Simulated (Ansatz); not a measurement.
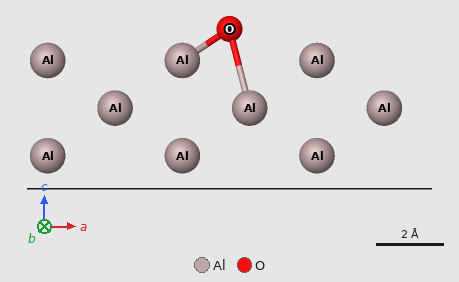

A slab of composition Al18O, before the constrained relaxation. Style: ball-and-stick. Shown: the cell of the calculation, outlined in the plane, without the vacuum (origin shifted), along the b axis.

It is O on Al(110), set down by a guess. The run prepares an end point of a later path (adatom hop) calculation, from a guessed geometry. 6 atoms are held fixed.

Theory: Ansatz, DFT PBE, scalar-relativistic, plane waves, PAW.

Input
```yaml
crystal:
  lattice:
    - [12.15, 0.0, 0.0]
    - [0.0, 5.727565, 0.0]
    - [0.0, 0.0, 14.863782]
  atoms:
    - { symbol: Al, position: [0.0, 0.0, 0.0672776] }
    - { symbol: Al, position: [0.3333333, 0.0, 0.0672776] }
    - { symbol: Al, position: [0.6666667, 0.0, 0.0672776] }
    - { symbol: Al, position: [0.0, 0.5, 0.0672776] }
    - { symbol: Al, position: [0.3333333, 0.5, 0.0672776] }
    - { symbol: Al, position: [0.6666667, 0.5, 0.0672776] }
    - { symbol: Al, position: [0.1666667, 0.25, 0.1636119] }
    - { symbol: Al, position: [0.5, 0.25, 0.1636119] }
    - { symbol: Al, position: [0.8333333, 0.25, 0.1636119] }
    - { symbol: Al, position: [0.1666667, 0.75, 0.1636119] }
    - { symbol: Al, position: [0.5, 0.75, 0.1636119] }
    - { symbol: Al, position: [0.8333333, 0.75, 0.1636119] }
    - { symbol: Al, position: [0.0, 0.0, 0.2599461] }
    - { symbol: Al, position: [0.3333333, 0.0, 0.2599461] }
    - { symbol: Al, position: [0.6666667, 0.0, 0.2599461] }
    - { symbol: Al, position: [0.0, 0.5, 0.2599461] }
    - { symbol: Al, position: [0.3333333, 0.5, 0.2599461] }
    - { symbol: Al, position: [0.6666667, 0.5, 0.2599461] }
    - { symbol: O, position: [0.4500577, 0.3486181, 0.3238599] }
basis:
  ecutwfc: 420.0
kpoints:
  mp_grid: { grid: [2, 4, 1] }
hamiltonian:
  xc: pbe
scf:
  occupations: { method: gaussian, width: 0.05 }
  lower_state_search: "off"
relax:
  f_tol: 0.03
  max_steps: 60
  adjacent_minimum: "off"
  constraints: [{ sites: [0, 1, 2, 3, 4, 5] }]
```

Run as
```bash
ansatz run input.yaml --threads 2 --pin off --max-ram 5120MiB --backend cpu --events-out ev --progress --plain --runs-dir out
```

Q: What does the optimiser find from here?

A: Over 7 geometry steps the energy falls by 1.991 eV per cell of the calculation. Largest force component: 2.5 eV/Å at the start, 0.029 eV/Å at the end. O19 moves most: 1.03 Å at 56° to the normal (−c side). By element the largest moves are O 1.03 Å, Al 0.28 Å. The cell doesn't change. Near-neighbour distances that change, for instance: Al14–O19 2.627 → 1.832 Å, Al8–O19 2.522 → 1.944 Å, Al17–O19 1.915 → 1.833 Å. New bonds form, among them: Al14–O19 (2.63 → 1.83 Å). Cost: 49 s on 2 threads of AMD EPYC 7B13 (Zen 3), with other jobs on the host, peak memory 1.1 GiB.

The structure at the end:

```xyz
19
Lattice="12.1500 0.0000 0.0000 0.0000 5.7276 0.0000 0.0000 0.0000 14.8638" Properties=species:S:1:pos:R:3 pbc="T T T"
Al    0.0000    0.0000    1.0000
Al    4.0500    0.0000    1.0000
Al    8.1000    0.0000    1.0000
Al    0.0000    2.8638    1.0000
Al    4.0500    2.8638    1.0000
Al    8.1000    2.8638    1.0000
Al    2.0178    1.4325    2.3561
Al    6.0305    1.4355    2.7047
Al   10.1460    1.4346    2.5057
Al    2.0108    4.2956    2.3200
Al    6.0643    4.3006    2.3602
Al   10.1163    4.2966    2.3919
Al    0.0435    5.7236    3.8655
Al    3.9698    5.5933    3.8305
Al    8.1398    5.7140    3.8832
Al    0.0448    2.8723    3.8656
Al    3.9754    3.0121    3.8319
Al    8.1368    2.8856    3.8840
O     4.8239    1.4372    4.2292
```

After the run, drawn alike:

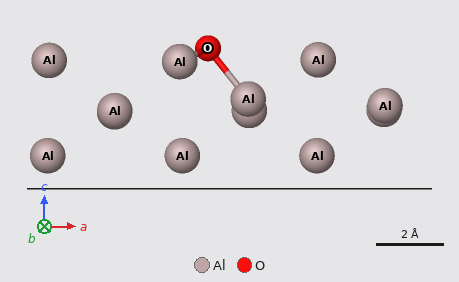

Limits of the set-up: the periodic images lie only 5.7 Å apart, so the values are limited by the cell's size.
